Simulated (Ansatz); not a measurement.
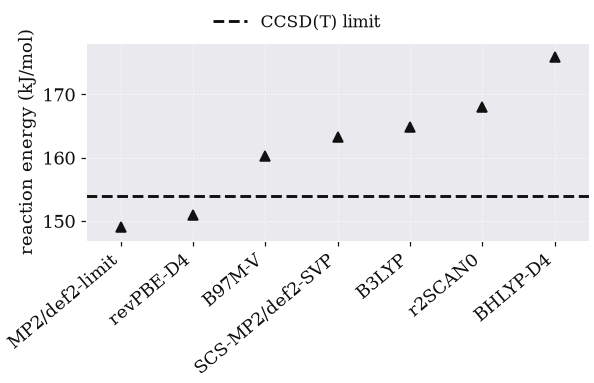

Electronic reaction energy of InHSBrF ([F][In]([SH])[Br]) + BSiH₃OCl₂ ([SiH3]OB(Cl)Cl) → InSiH₄SOF ([F][In]([SH])[O][SiH3]) + BBrCl₂ (ClB(Cl)Br) (SMILES in brackets) at several levels (functionals in def2-TZVPP unless a basis is named), isolated molecules at PBE0-D4 triple-zeta geometries, minima by their frequencies, no zero-point or thermal terms, the Ansatz code. The line is frozen-core CCSD(T) at the basis limit (MP2 extrapolated from triple and quadruple zeta, plus CCSD(T) less MP2 in a smaller set). No dispersion term is added to B3LYP and r2SCAN0. The distance of SCS-MP2/def2-SVP to the limit includes basis error. Core potentials past Kr.

**What do zero-point energy and temperature add?**

Zero-point change −4.0 kJ/mol; at 298.15 K and 1 bar the CCSD(T) limit plus thermal terms gives an enthalpy of reaction of 150.6 and a free energy of 148.3 kJ/mol (harmonic PBE0-D4 modes, ideal gas).

**What range do the values span, the line included?**

From 149.0 kJ/mol (MP2/def2-limit) to 175.9 kJ/mol (BHLYP-D4).

Known limits of this run: no scalar relativity up to krypton; outer-core shells are correlated without core-valence functions, which makes the correlated values less sure; spin-orbit coupling is left out, and with In it can shift these values; one conformer of each flexible molecule.
